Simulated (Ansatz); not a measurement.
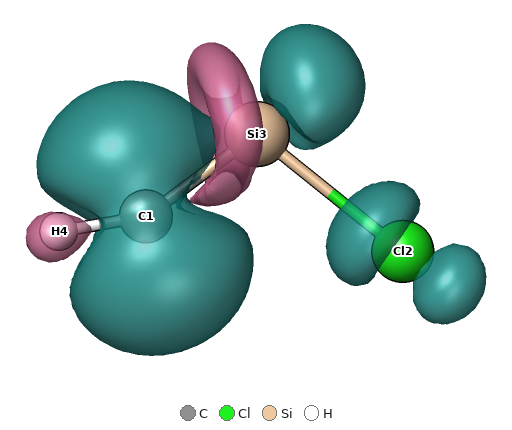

The picture shows: CHClSi (SMILES [CH]=[Si-]Cl) (charge −1, doublet). Isosurfaces of the spin density (α minus β) at +0.015 (teal) and −0.015 e/Å³ (pink), seen across its widest extent.

Geometry: PBE0-D3(BJ)/def2-SVPD.

These are results of isolated molecule in a Gaussian basis; Kohn-Sham density functional theory, functional PBE0 (Ansatz), not measurements.

Describe the spin distribution.

The unpaired spin (1 electron) lies mostly on C1 (about 0.8), Si3 (about 0.1) and Cl2 (about 0.1), in electrons by Hirshfeld's partition.
